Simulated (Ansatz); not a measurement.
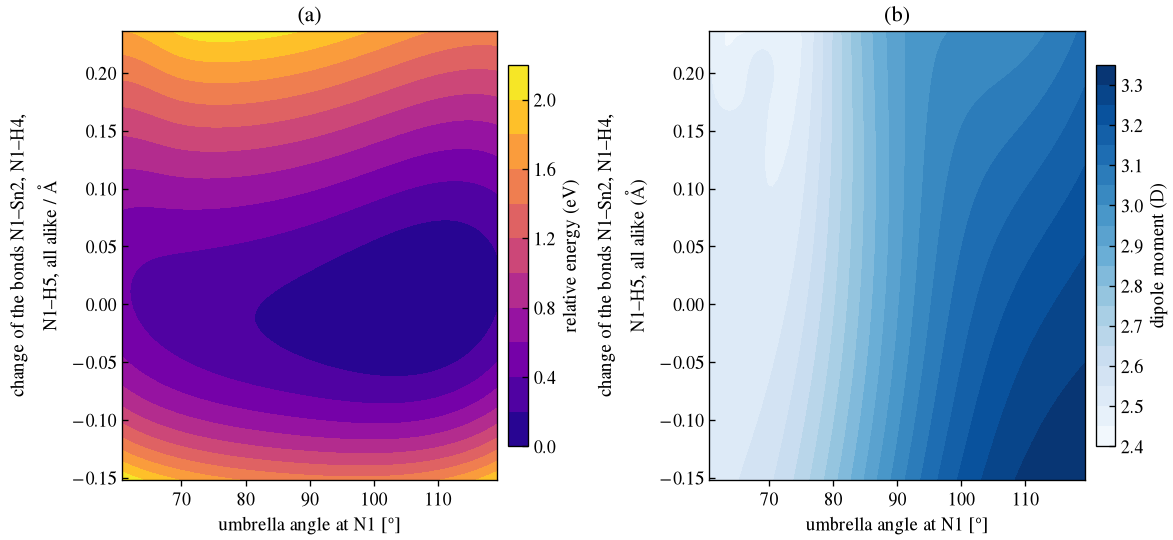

FH3NSn, SMILES [NH2][SnH][F], spin multiplicity 2. 
- First axis: umbrella angle at N1 (between each of its bonds and their common axis; 90 is planar). Second axis: change of the bonds N1–Sn2, N1–H4, N1–H5, all alike.
- Nothing is relaxed (all other coordinates rigid).
- Grid: 15 × 15 points.
- Points are written as (first, second).
- Energies: eV, counted from the relaxed molecule at the same level.
- Theory: Ansatz, UKS PBE-D4/def2-SVP.

Panel (a) is the energy; panel (b) is the computed dipole moment, in D.

The picture shows filled contours. Between grid points the surface is interpolated.

How does the dipole moment vary over the map, and what is it at the lowest grid point?

Answer. Leaving out the highest fifth of the energies, it runs from 2.49 D at (64.9°, 0.180 Å) to 3.33 D at (119.3°, −0.125 Å). At the lowest grid point, (106.7°, −0.014 Å), it is 3.20 D.

```tsv
second ↓, first →	60.7	64.9	69.1	73.3	77.5	81.6	85.8	90.0	94.2	98.4	102.5	106.7	110.9	115.1	119.3
0.236	2.49	2.44	2.46	2.47	2.56	2.71	2.84	2.93	2.98	3.00	3.01	3.01	3.03	3.07	3.11
0.208	2.50	2.47	2.51	2.48	2.57	2.70	2.83	2.93	2.99	3.01	3.03	3.04	3.06	3.09	3.13
0.180	2.51	2.49	2.51	2.49	2.57	2.70	2.83	2.93	2.99	3.03	3.05	3.06	3.09	3.12	3.16
0.152	2.52	2.51	2.50	2.50	2.58	2.70	2.83	2.93	2.99	3.04	3.07	3.09	3.11	3.14	3.18
0.125	2.53	2.52	2.50	2.51	2.59	2.70	2.82	2.93	3.00	3.05	3.08	3.11	3.13	3.16	3.20
0.097	2.53	2.52	2.50	2.52	2.60	2.71	2.82	2.93	3.00	3.06	3.10	3.13	3.16	3.19	3.22
0.069	2.54	2.52	2.50	2.53	2.60	2.71	2.83	2.93	3.01	3.07	3.11	3.15	3.18	3.21	3.23
0.042	2.54	2.52	2.51	2.54	2.61	2.72	2.83	2.93	3.02	3.08	3.13	3.17	3.20	3.23	3.25
0.014	2.54	2.52	2.52	2.55	2.63	2.73	2.84	2.94	3.02	3.09	3.15	3.19	3.22	3.24	3.27
−0.014	2.54	2.52	2.52	2.56	2.64	2.74	2.85	2.95	3.03	3.11	3.16	3.20	3.24	3.26	3.28
−0.042	2.54	2.53	2.53	2.58	2.65	2.75	2.86	2.96	3.05	3.12	3.18	3.22	3.25	3.28	3.30
−0.069	2.54	2.53	2.54	2.59	2.67	2.76	2.87	2.97	3.06	3.13	3.19	3.24	3.27	3.29	3.31
−0.097	2.54	2.54	2.55	2.61	2.69	2.78	2.89	2.99	3.07	3.15	3.21	3.25	3.29	3.31	3.32
−0.125	2.54	2.54	2.57	2.62	2.70	2.80	2.90	3.00	3.09	3.17	3.22	3.27	3.30	3.32	3.33
−0.152	2.54	2.55	2.58	2.64	2.72	2.82	2.92	3.02	3.11	3.18	3.24	3.29	3.32	3.33	3.34
```
